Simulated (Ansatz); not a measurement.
## A computed series for TiAl: pressure series

The reference is TiAl (space group P4/mmm, No. 123; a = 2.824 Å, c = 4.071 Å).

Cell and atoms are relaxed at each pressure.

Levels (all Ansatz, a first-principles code, PAW, earlier PAW set): PBE (420 eV, spin-orbit coupling left out); r2SCAN (500 eV, scalar-relativistic without spin-orbit coupling).

The base cell above is that of PBE; each level relaxes its own structures.

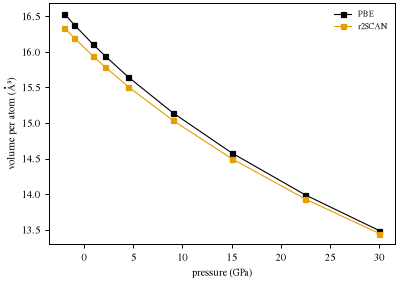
Volume per atom under two levels

**Question.** How do the two levels compare along the series?

**Answer.** PBE lies above r2SCAN in every row, by 0.04 Å³ to 0.20 Å³. They put the cases in the same order.

Load acts through the strain it causes; cell and atoms are relaxed under it. Stability against distortions was not tested. Competing high-pressure phases were not computed. The final runs are not spin-polarised.
